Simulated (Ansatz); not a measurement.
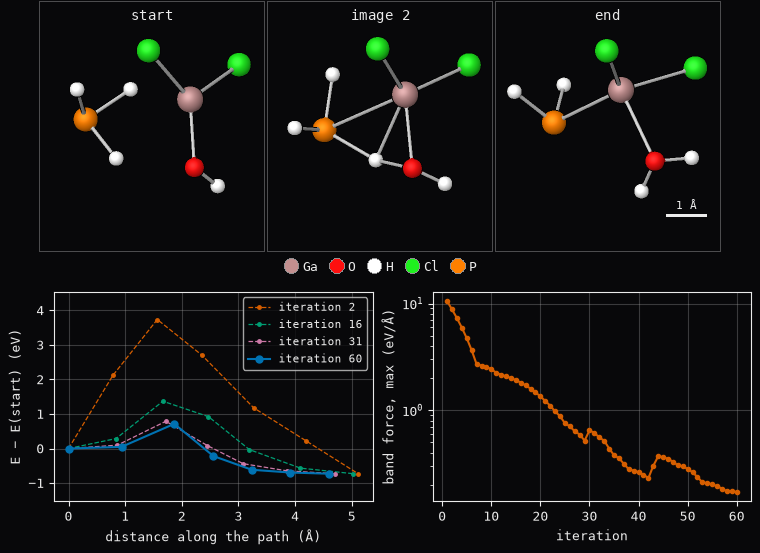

A search for the minimum-energy path of GaPH$_{4}$OCl$_{2}$, made up at the start of GaHOCl$_{2}$ and PH$_{3}$ by the nudged elastic band. Images are numbered from 0 (start) to 6 (end). The plot follows the band through its iterations. Style: ball-and-stick. Shown at a tilt.

Theory: RKS r2SCAN/def2-SVP (Ansatz 0.2.0). Run with 5 movable images; climbing image; force threshold 0.05 eV/Å; iteration limit 60; optimiser FIRE; largest step 0.02 Å; starting path through a guess of the saddle point.

Judge this run.

The result isn't final. The band hadn't converged when the run stopped after 60 iterations. The largest component of the band force went from 11 to 0.17 eV/Å. The barrier read from it is provisional: over the last two iterations the highest image moved from 0.73 eV to 0.71 eV. The step length is far from the usual. The first iteration put the highest image at 4.25 eV. The energy climbs by 0.71 eV to image 2 and then falls by 1.44 eV, so the end point sits at −0.73 eV.

Limits of the set-up: the start holds two separate molecules, 2.6 Å apart at their closest, whose relative position is a soft coordinate and is computed without a dispersion correction.

The run took 15 min on 4 threads of Arm Neoverse V2, on a shared host, peak memory 0.23 GiB.
